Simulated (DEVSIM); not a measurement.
Structure: abrupt GaSb n-p junction, at 400 K.

```csv
layer (left to right),material,thickness (μm),Nd (cm⁻³),Na (cm⁻³),τn (s),τp (s)
1,GaSb,0.230,1.1e16,-,3.4e-9,3.4e-9
2,GaSb,62.0,-,3.4e14,3.4e-9,3.4e-9
```

Left contact: ohmic. Right contact: ohmic. Voltage is applied to the left contact. Recombination: SRH at mid-gap, radiative, Auger. Mobility is constant in doping.

Constants are typed, rounded textbook-type inputs, not results; the design itself was drawn at random and stands for no fabricated device. Values at 300 K; Nc and Nv go as T^1.5, mobilities as T to minus their exponent, the gap by Varshni's rule with the affinity fixed.

```tsv
parameter	GaSb
gap (eV)	0.726
affinity (eV)	4.06
permittivity	15.7
Nc (cm⁻³)	2.1e17
Nv (cm⁻³)	1.8e19
μn (cm²/Vs)	5000
μp (cm²/Vs)	850
T exponent of μn	2
T exponent of μp	1.7
B (cm³/s)	1e-10
Cn (cm⁶/s)	5e-30
Cp (cm⁶/s)	5e-30
Varshni α (eV/K)	0.00042
Varshni β (K)	140
```

Simulated with DEVSIM: 1D drift-diffusion, Boltzmann statistics, complete ionisation; no tunnelling, impact ionisation, image-force lowering or self-heating.

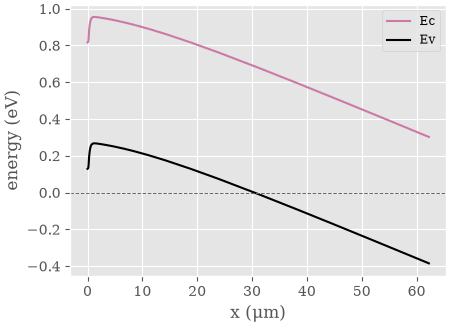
*Band edges at -0.7 V on the left contact*

Energies count from the Fermi level of the right contact; mesh points crowd at the junctions.

```
x (μm)   Ec (eV)  Ev (eV)  n (cm⁻³)  p (cm⁻³)  field (V/cm)
-------  -------  -------  --------  --------  ------------
0.000      0.817    0.129    1.1e16    1.8e12           190
0.02760    0.817    0.130    1.1e16    2.6e12           220
0.07652    0.819    0.131    1.0e16    4.2e12           440
0.1550     0.826    0.139    8.3e15    7.9e12          1800
0.2148     0.844    0.157    4.9e15    1.6e13          4700
0.2367     0.856    0.169    3.5e15    2.3e13          5500
0.2753     0.875    0.187    2.0e15    4.1e13          4200
0.4063     0.913    0.226    6.6e14    1.3e14          2100
0.6589     0.944    0.257    2.6e14    3.4e14           630
1.189      0.955    0.268    1.7e14    4.9e14            17
2.429      0.951    0.264    1.5e14    4.9e14           -47
6.625      0.926    0.239    1.1e14    4.5e14           -70
14.14      0.863    0.176    7.5e13    4.1e14           -95
31.23      0.678   -0.009    5.6e13    4.0e14          -120
51.51      0.434   -0.253    5.1e13    3.9e14          -120
57.50      0.361   -0.327    5.1e13    3.9e14          -120
60.06      0.329   -0.358    5.0e13    3.9e14          -120
61.29      0.314   -0.373    5.0e13    3.9e14          -120
61.92      0.306   -0.381    5.0e13    3.9e14          -120
62.10      0.304   -0.383    5.0e13    3.9e14          -120
62.19      0.303   -0.385    5.0e13    3.9e14          -120
62.23      0.302   -0.385    5.0e13    3.9e14          -120
```
